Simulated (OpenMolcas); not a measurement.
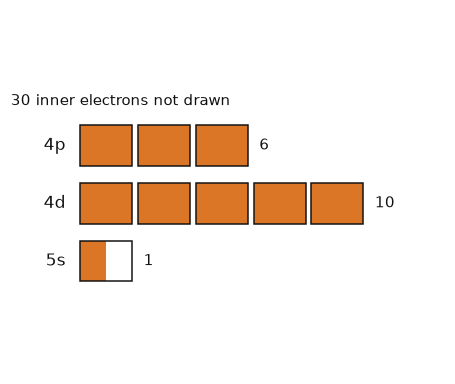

Fig. 1: The outer shells of the leading configuration of the lowest level: a box for each of the 2l + 1 orbitals, shaded by the share of the shell that is filled, with the electron count at the right.

# Multiconfigurational calculation for In²⁺

In²⁺. Computed at this level: state-averaged CASSCF, active space 1 electron in the shells 5s 5p, basis ANO-R3, X2C scalar Hamiltonian, spin-orbit coupling by RASSI with atomic mean-field integrals (OpenMolcas).

### Input
```
&GATEWAY
Coord
1

In 0.0 0.0 0.0
Basis=ANO-R3
Group=XYZ
NoMove
AngMom=0.0 0.0 0.0
AMFI
&SEWARD
&RASSCF
FileOrb=start.orb
Symmetry=1
Spin=2
nActEl=1 0 0
Inactive=14 9
Ras2=1 3
CIRoot=1 1 1
SDav=1
CIMx=300
Iter=120 100
PrWF=0.3
OrbListing=Nothing
MaxOrb=0
Atom
>>> COPY $Project.JobIph JOB001
&RASSCF
FileOrb=start.orb
Symmetry=2
Spin=2
nActEl=1 0 0
Inactive=14 9
Ras2=1 3
CIRoot=3 3 1
SDav=3
CIMx=300
Iter=120 100
PrWF=0.3
OrbListing=Nothing
MaxOrb=0
Atom
>>> COPY $Project.JobIph JOB002
&RASSI
NrOfJobIphs=2 1 3
1
1 2 3
IphNames
JOB001
JOB002
EJob
SpinOrbit
DIPRint=1.0
SOCoupling=1000.0
Subsets=2
MEES
Property=10
'ANGMOM' 1 'ANGMOM' 2 'ANGMOM' 3 'MLTPL  1' 1 'MLTPL  1' 2 'MLTPL  1' 3
'AMFI' 1 'AMFI' 2 'AMFI' 3 'MLTPL  2' 6
SOProperty=3
'ANGMOM' 1 'ANGMOM' 2 'ANGMOM' 3
```

The file start.orb holds starting orbitals from an earlier step. A driver script formed the levels outside the program, from RASSI's spin-orbit matrix and the active-space energies, averaged over the components of each term or state.

Hardware: 1 CPU thread, shared host.

### The program's output (extracts)
```
--- SEWARD ---
Basis set label: IN.ANO-R...8S7P5D3F2G1H.

      Electronic valence basis set:
      ------------------
      Associated Effective Charge  49.000000 au
      Associated Actual Charge     49.000000 au
      Nuclear Model: Finite nucleus - Gaussian distribution
        Gaussian exponent, Xi/bohr**(-2):  1.95486E+08

      Shell  nPrim  nBasis  Cartesian Spherical Contaminant
         s      23       8        X
         p      18       7        X
         d      12       5                 X
         f       6       3                 X
         g       5       2                 X
         h       3       1                 X
                  Relativistic X2C integrals
                  Atomic mean-field integrals
--- RASSCF ---
Wave function specifications:
      -----------------------------

      Number of closed shell electrons          46
      Number of electrons in active shells       1
      Max number of holes in RAS1 space          0
      Max nr of electrons in RAS3 space          0
      Number of inactive orbitals               23
      Number of active orbitals                  4
      Number of secondary orbitals              77
      Spin quantum number                      0.5
      State symmetry                             1
Orbital specifications:
      -----------------------

      Symmetry species                           1   2
                                                ag  au
      Frozen orbitals                            0   0
      Inactive orbitals                         14   9
      Active orbitals                            1   3
      RAS1 orbitals                              0   0
      RAS2 orbitals                              1   3
      RAS3 orbitals                              0   0
      Secondary orbitals                        36  41
      Deleted orbitals                           0   0
      Number of basis functions                 51  53
      Number of CSFs                             1
      Number of root(s) required                 1
      Iter CI   SX   CI       RASSCF       Energy    max ROT     max BLB   max BLB  Level Ln srch  Step   QN
          iter iter root      energy       change     param      element    value   shift minimum  type update
 Nr of preliminary CI iterations:   1
 ###############################################################################
 ###############################################################################
 ###                                                                         ###
 ###                                                                         ###
 ###    WARNING: Problems in orbital optimization.                           ###
 ###                                                                         ###
 ###                                                                         ###
 ###############################################################################
 ###############################################################################
  Warning: In symmetry  2, orbital p=  10 has diagonal density matrix element D(p,p) close to zero. D(p,p)=  0.000000E+00
  Warning: In symmetry  2, orbital p=  11 has diagonal density matrix element D(p,p) close to zero. D(p,p)=  0.000000E+00
        ...
  Warning: In symmetry  2, orbital p=  10 has diagonal density matrix element D(p,p) close to zero. D(p,p)=  0.000000E+00
  Warning: In symmetry  2, orbital p=  11 has diagonal density matrix element D(p,p) close to zero. D(p,p)=  0.000000E+00
  Warning: In symmetry  2, orbital p=  12 has diagonal density matrix element D(p,p) close to zero. D(p,p)=  0.000000E+00
        4   1    2    1  -877.49884599   -1.09E-11  -1.80E-08   15  18 1 -4.40E-08   0.50   0.00    SX    NO
      Convergence after  4 iterations
        5   1    2    1  -877.49884599    4.55E-12  -1.80E-08   15  17 1 -3.26E-08   0.50   0.00    SX    NO
      Natural orbitals and occupation numbers for root  1
      sym 1:   1.000000
      sym 2:   0.000000   0.000000   0.000000
::    RASSCF root number  1 Total energy:  -5877.49884599
--- RASSCF ---
Wave function specifications:
      -----------------------------

      Number of closed shell electrons          46
      Number of electrons in active shells       1
      Max number of holes in RAS1 space          0
      Max nr of electrons in RAS3 space          0
      Number of inactive orbitals               23
      Number of active orbitals                  4
      Number of secondary orbitals              77
      Spin quantum number                      0.5
      State symmetry                             2
Orbital specifications:
      -----------------------

      Symmetry species                           1   2
                                                ag  au
      Frozen orbitals                            0   0
      Inactive orbitals                         14   9
      Active orbitals                            1   3
      RAS1 orbitals                              0   0
      RAS2 orbitals                              1   3
      RAS3 orbitals                              0   0
      Secondary orbitals                        36  41
      Deleted orbitals                           0   0
      Number of basis functions                 51  53
      Number of CSFs                             3
      Number of root(s) required                 3
      Iter CI   SX   CI       RASSCF       Energy    max ROT     max BLB   max BLB  Level Ln srch  Step   QN
          iter iter root      energy       change     param      element    value   shift minimum  type update
 Nr of preliminary CI iterations:   1
 ###############################################################################
 ###############################################################################
 ###                                                                         ###
 ###                                                                         ###
 ###    WARNING: Problems in orbital optimization.                           ###
 ###                                                                         ###
 ###                                                                         ###
 ###############################################################################
 ###############################################################################
  Warning: In symmetry  1, orbital p=  15 has diagonal density matrix element D(p,p) close to zero. D(p,p)=  0.000000E+00
      Total energies have been shifted. Add                -5000.00 au
        ...
 ###############################################################################
 ###############################################################################
  Warning: In symmetry  1, orbital p=  15 has diagonal density matrix element D(p,p) close to zero. D(p,p)=  0.000000E+00
        4   1    2    0  -877.24050842   -6.37E-12  -2.86E-08   14  30 1 -5.75E-08   0.50   0.00    SX    NO
      Convergence after  4 iterations
        5   1    2    0  -877.24050842    7.28E-12  -2.86E-08   14  25 1 -5.04E-08   0.50   0.00    SX    NO
      Natural orbitals and occupation numbers for root  1
      sym 1:   0.000000
      sym 2:  -0.000000   1.000000   0.000000
      Natural orbitals and occupation numbers for root  2
      sym 1:   0.000000
      sym 2:   1.000000  -0.000000   0.000000
      Natural orbitals and occupation numbers for root  3
      sym 1:   0.000000
      sym 2:   0.000000   0.000000   1.000000
::    RASSCF root number  1 Total energy:  -5877.24050842
::    RASSCF root number  2 Total energy:  -5877.24050842
::    RASSCF root number  3 Total energy:  -5877.24050842
--- RASSI ---
SPIN-FREE ENERGIES:
  (Shifted by EMIN (a.u.) =      -5877.4988459943)

 SF State       Relative EMIN(au)   Rel lowest level(eV)    D:o, cm**(-1)      L_eff

     1             0.0000000000        0.0000000000              0.0000         0.0
     2             0.2583375770        7.0297235884          56698.5445         1.0
     3             0.2583375770        7.0297235884          56698.5445         1.0
     4             0.2583375770        7.0297235884          56698.5445         1.0
     Dipole printing threshold changed to   1.00000000E+00

++ Dipole transition strengths (spin-free states):
   -----------------------------------------------
     for osc. strength at least  1.00000000E+00

  ( Max oscillator strength is only   0.37241296559776371      )
--
Eigenvalues of complex Hamiltonian:
   -----------------------------------
  (Shifted by EMIN (a.u.) =      -5877.4988459943)

 SO State       Relative EMIN(au)   Rel lowest level(eV)    D:o, cm**(-1)     J-value

     1             0.0000000000        0.0000000000              0.0000         0.4
     2             0.0000000000        0.0000000000              0.0000         0.4
     3             0.2474336293        6.7330120580          54305.4046         0.4
     4             0.2474336293        6.7330120580          54305.4046         0.4
     5             0.2637895508        7.1780793536          57895.1144         1.4
     6             0.2637895508        7.1780793536          57895.1144         1.4
     7             0.2637895508        7.1780793536          57895.1144         0.8
     8             0.2637895508        7.1780793536          57895.1144         0.8
Weights of the five most important spin-orbit-free states for each spin-orbit state.

 SO State  Total energy (au)           Spin-free states, spin, and weights
 -------------------------------------------------------------------------------------------------------
    1         0.000000       1 0.5  1.0000    4 0.5  0.0000    3 0.5  0.0000    2 0.5  0.0000
    2         0.000000       1 0.5  1.0000    4 0.5  0.0000    3 0.5  0.0000    2 0.5  0.0000
    3         0.247434       3 0.5  0.3333    2 0.5  0.3333    4 0.5  0.3333    1 0.5  0.0000
    4         0.247434       3 0.5  0.3333    2 0.5  0.3333    4 0.5  0.3333    1 0.5  0.0000
    5         0.263790       4 0.5  0.6667    3 0.5  0.1667    2 0.5  0.1667    1 0.5  0.0000
    6         0.263790       4 0.5  0.6667    3 0.5  0.1667    2 0.5  0.1667    1 0.5  0.0000
    7         0.263790       3 0.5  0.5000    2 0.5  0.5000    4 0.5  0.0000    1 0.5  0.0000
    8         0.263790       3 0.5  0.5000    2 0.5  0.5000    4 0.5  0.0000    1 0.5  0.0000
 -------------------------------------------------------------------------------------------------------
```

### Spin-orbit levels, grouped by J and assigned

| Configuration | Level | E (cm⁻¹) | LS purity (%) | Landé g |
| --- | --- | --- | --- | --- |
| 5s | ²S₁/₂ | 0 | 100 | 2.002 |
| 5p | ²P°₁/₂ | 54,310 | 100 | 0.666 |
| 5p | ²P°₃/₂ | 57,900 | 100 | 1.334 |

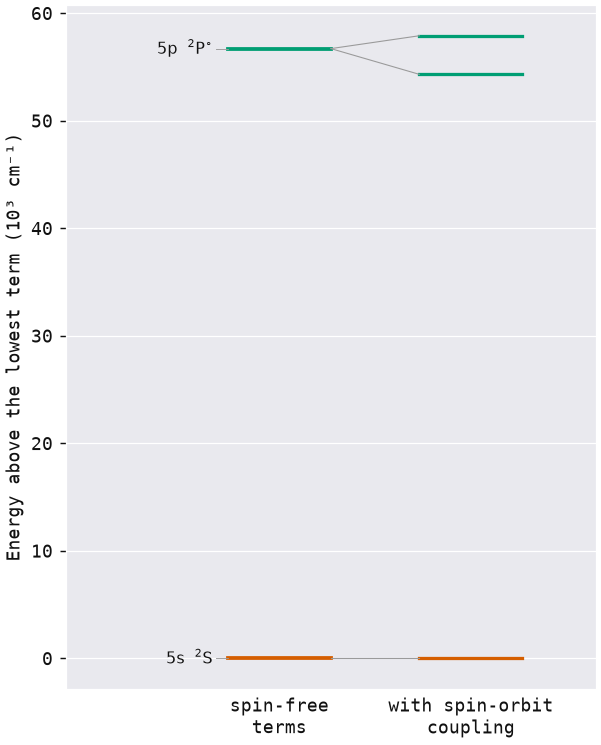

Fig. 2: Terms of In²⁺ without and with spin-orbit coupling; the J values are left off. 5s ²S (at 0) gives the one level J = 1/2; 5p ²P° (at 56,700 cm⁻¹) splits over 3,590 cm⁻¹ into J = 1/2, 3/2 from the bottom up (normal). The ground level lies 0 below the lowest term.

### Key numbers

```
                                 quantity                                      value
                                  outcome                                  converged
                             lowest level                                   5s ²S₁/₂
                      first excited level  5p ²P°₁/₂, 54,305 cm⁻¹ (measured: 57,181)
      energy of the lowest spin-free term                        −5877.49885 hartree
    energy of the lowest spin-orbit level                        −5877.49885 hartree
largest spread among components of a term                                   0.0 cm⁻¹
                                wall time                                       12 s
```
